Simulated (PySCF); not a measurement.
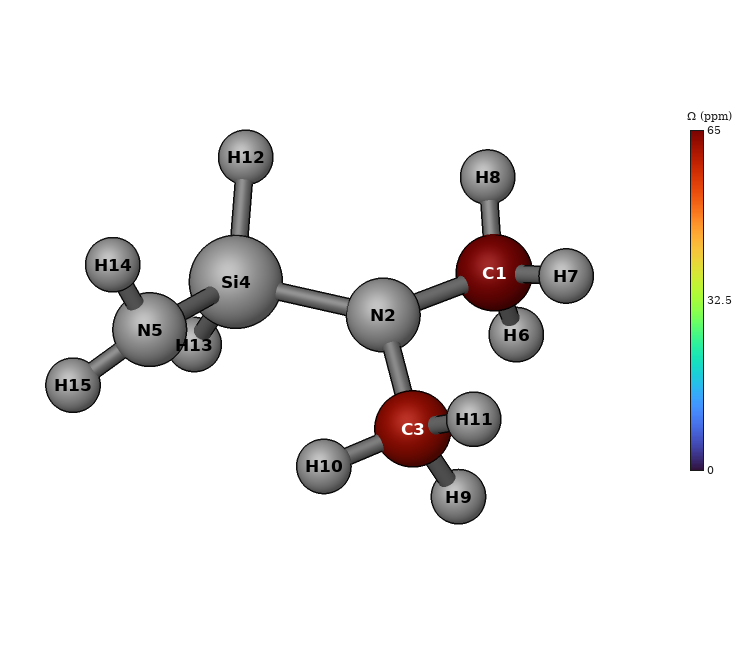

The C atoms are coloured by the span of their shielding tensor. Geometry: a frame of a GFN2-xTB molecular-dynamics simulation, not a minimum. Properties computed with GIAO PBE0/pcSseg-1 NMR shielding, non-relativistic, gas phase (PySCF 2.14.0). Principal shieldings σ11 ≤ σ22 ≤ σ33, span Ω = σ33 − σ11, skew κ = 3(σiso − σ22)/Ω.

Give the shielding tensors of the C atoms.

```
atom    σ11    σ22    σ33   σiso     Ω     κ
  C1  120.7  130.9  185.6  145.7  64.9  0.68
  C3  115.9  138.4  178.8  144.4  62.9  0.28
```

Shieldings and span in ppm.
